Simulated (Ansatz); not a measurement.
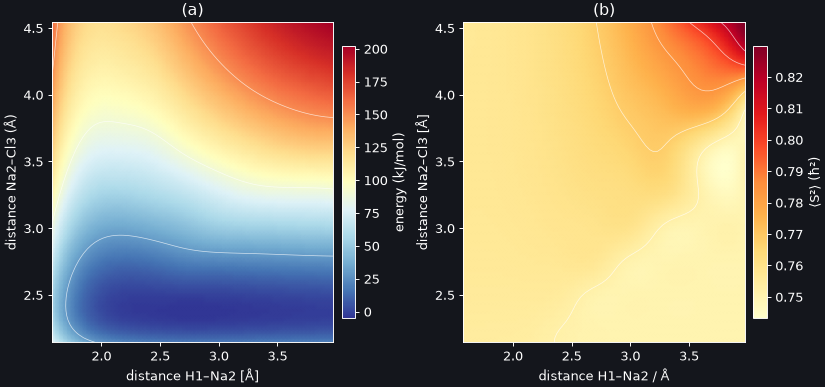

The system H + NaCl, spin multiplicity 2. The first coordinate is: distance H1–Na2; the second: distance Na2–Cl3. Nothing is relaxed (the angle H1–Na2–Cl3 is fixed at 180 degrees). Grid: 10 × 10 points. Energies are in kJ/mol, from H far from the relaxed NaCl (each part in its own basis). Theory: UKS PBE-D4/def2-TZVPD (Ansatz).

Panel (a) is the energy and panel (b) the computed ⟨S²⟩ on the same grid.

The picture shows a smooth colour map with a few white contour lines. Between grid points the surface is interpolated.

> How does the ⟨S²⟩ vary over the map, and what is it at the lowest grid point?

Leaving out the highest fifth of the energies, it runs from 0.75 ħ² at distance H1–Na2 = 3.307 Å, distance Na2–Cl3 = 2.144 Å to 0.77 ħ² at distance H1–Na2 = 3.307 Å, distance Na2–Cl3 = 3.561 Å. At the lowest grid point, distance H1–Na2 = 2.412 Å, distance Na2–Cl3 = 2.484 Å, it is 0.75 ħ².
